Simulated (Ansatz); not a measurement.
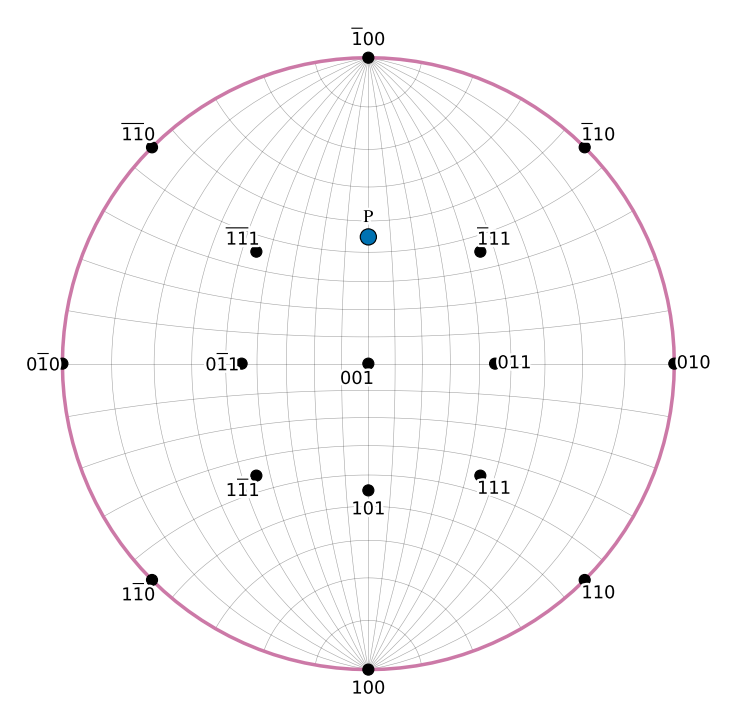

Crystal: GaSb, coordinates from a relaxation with Ansatz 0.2.0, DFT, PBEsol, plane waves, PAW; the starting structure was generated, so it need not be a known form of this composition. Stereographic projection of plane normals (upper hemisphere) centred on (0 0 1). All values are computed from the atomic coordinates in the standard setting (tolerance 0.002 Å).

a = 6.115 Å, b = 6.115 Å, c = 6.115 Å, α = 90.00°, β = 90.00°, γ = 90.00°.

Index the pole marked P.

Answer. P is (−1 0 1), 45.0° from the centre.

Which zone does the coloured great circle trace?

Answer. The zone [0 0 1]: its poles satisfy l = 0.

What is the angle between the normals of (−1 0 1) and (0 −1 0), and what are their d_hkl = 1/|g|?

Answer. 90.0°; d = 4.324 Å and 6.115 Å.
